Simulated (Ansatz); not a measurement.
# BLYP/STO-3G run of [SiH5]− (SMILES [H][Si-]([H])([H])([H])[H])

Aim: the vertical ionisation energy of [SiH5]− at BLYP/STO-3G, from 2 runs. 

The calculation is run with Ansatz 0.2.0.

## Step 1: The system as given

[SiH5]− has 6 atoms, charge -1, and is taken as a singlet. SMILES: `[H][Si-]([H])([H])([H])[H]`. The coordinates come from a GFN2-xTB relaxation.

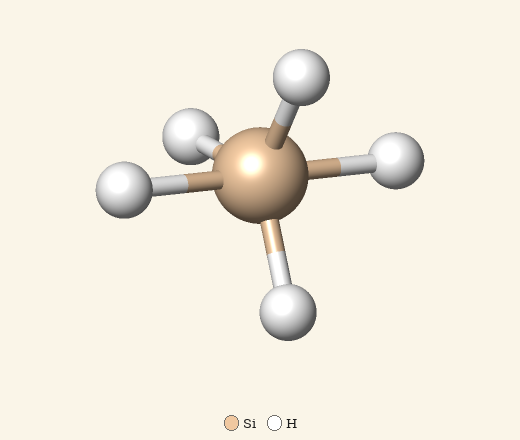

The structure, seen from a chosen angle (silicon light orange, hydrogen white).

## Step 2: The energy at BLYP/STO-3G

File run.yaml:

```yaml
crystal:
  periodic: [false, false, false]
  atoms:
    - symbol: Si
      position_ang: [-0.000240, 0.000230, 0.001470]
    - symbol: H
      position_ang: [-0.019890, -0.007790, 1.639910]
    - symbol: H
      position_ang: [0.021790, 0.007860, -1.642440]
    - symbol: H
      position_ang: [1.490630, 0.011850, 0.019200]
    - symbol: H
      position_ang: [-0.757550, 1.285100, -0.002620]
    - symbol: H
      position_ang: [-0.734730, -1.297250, -0.015520]
basis:
  gaussian:
    orbitals: STO-3G
total_charge: -1
accuracy: high
hamiltonian:
  xc: {name: BLYP}
```

Started as:

```console
$ ansatz run run.yaml --threads 1 --pin off --max-ram 2610MiB --events-out events.jsonl --progress --plain --runs-dir runs
```

What it wrote:

```text
Warning: RAYON_NUM_THREADS=1 ignored (pool sized by the plan → 1); use --threads N
Functional definition: BLYP
  name "BLYP"
  parameter beta = 0.0042
  parameter a = 0.04918
  parameter b = 0.132
  parameter c = 0.2533
  parameter d = 0.349
  exchange = b88_x(beta = beta)
  correlation = lyp_c(a = a, b = b, c = c, d = d)
222 factors; integrals over basis functions are off by at most 1.5e-8 eV
mean field evaluation 1: about -7856.7707 eV, gradient 2.9e1 eV
mean field evaluation 2: about -7857.4324 eV, gradient 2.5e1 eV
mean field evaluation 4: about -7859.6951 eV, gradient 2.5e-1 eV
mean field evaluation 8: about -7859.6497 eV, gradient 1.3e-3 eV
mean field -7859.64965818 eV, -288.8367974762 hartree, gradient 2.3e-8 eV, S^2 0.000000; 0 other end points of the search recorded, 0 dependent functions left out
reference -7859.64969288 eV, -288.8367987514 hartree; 10, 10 occupied and 4, 4 virtual orbitals, 222 factors
Total energy: -7859.64969288 eV, -288.8367987514 hartree
```

Run time: 0.83 s. Hardware: 1 thread of Arm Neoverse V1, shared host.

## Step 3: Doublet neutral SiH5

File job.yaml:

```yaml
crystal:
  periodic: [false, false, false]
  atoms:
    - {symbol: Si, position_ang: [-0.000240, 0.000230, 0.001470]}
    - {symbol: H, position_ang: [-0.019890, -0.007790, 1.639910]}
    - {symbol: H, position_ang: [0.021790, 0.007860, -1.642440]}
    - {symbol: H, position_ang: [1.490630, 0.011850, 0.019200]}
    - {symbol: H, position_ang: [-0.757550, 1.285100, -0.002620]}
    - {symbol: H, position_ang: [-0.734730, -1.297250, -0.015520]}
basis:
  gaussian: {orbitals: STO-3G}
magnetization: {spin_polarized: true, initial_magnetization: 1}
hamiltonian: {xc: {name: BLYP}}
accuracy: high
```

Started as:

```console
$ ansatz run job.yaml --threads 1 --pin off --max-ram 2610MiB --events-out events.jsonl --progress --plain --runs-dir runs
```

What it wrote, shortened:

```text
Warning: RAYON_NUM_THREADS=1 ignored (pool sized by the plan → 1); use --threads N
[... 9 set-up lines as earlier in the session ...]
222 factors; integrals over basis functions are off by at most 1.5e-8 eV
mean field evaluation 1: about -7861.1871 eV, gradient 1.2e1 eV
mean field evaluation 2: about -7861.5025 eV, gradient 9.8e0 eV
mean field evaluation 4: about -7862.1795 eV, gradient 1.2e-1 eV
mean field evaluation 8: about -7862.1178 eV, gradient 5.6e-3 eV
mean field evaluation 16: about -7862.1178 eV, gradient 3.0e-8 eV
mean field -7862.11779546 eV, -288.9274998484 hartree, gradient 3.0e-8 eV, S^2 0.759520; 0 other end points of the search recorded, 0 dependent functions left out
reference -7862.11782947 eV, -288.9275010982 hartree; 10, 9 occupied and 4, 5 virtual orbitals, 222 factors
Total energy: -7862.11782947 eV, -288.9275010982 hartree
```

Wall time 1.3 s (1 thread of Arm Neoverse V1, shared host); peak memory 0.12 GiB.

## Step 4: Summary of results

Level: BLYP/STO-3G.

| quantity | value |
| --- | --- |
| singlet [SiH5]−: total energy | -288.83680 Eh |
| doublet neutral SiH5: total energy | -288.92750 Eh |
| doublet neutral SiH5: ⟨S²⟩ | 0.760 |
| vertical detachment energy (to the doublet neutral) | -2.468 eV |

The species is unbound against losing an electron at this level, by 2.47 eV (−57 kcal/mol); missing correlation or diffuse functions can give that sign where the real anion is bound. In a minimal basis such a difference can be off by several eV, whatever the method.
